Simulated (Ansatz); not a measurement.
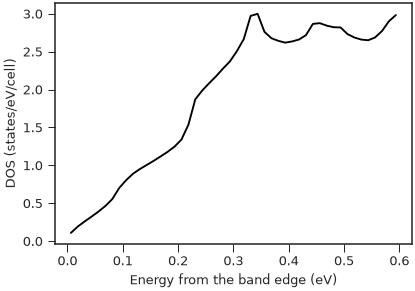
*Density of states of CsLuS2 (R-3m) below the valence band maximum, Ansatz (a first-principles code) with PBEsol, rigid bands; cell volume 106.9 Å³.*

What effective density of states at 300 K does this give (∫ g(E) exp(−E/k_BT) dE, both spins, divided by the cell's size)?

5.6e19 cm⁻³, a density-of-states mass of 1.70 mₑ, valleys and band degeneracy included.

Spin-orbit coupling is left out; where it splits the top of the valence band, N_v and the p-type Seebeck coefficient come out somewhat high without it. Geometry: cell and atoms relaxed with PBEsol.

Computed structure, not matched to a measured one here, so possibly hypothetical: CsLuS2 (R-3m).
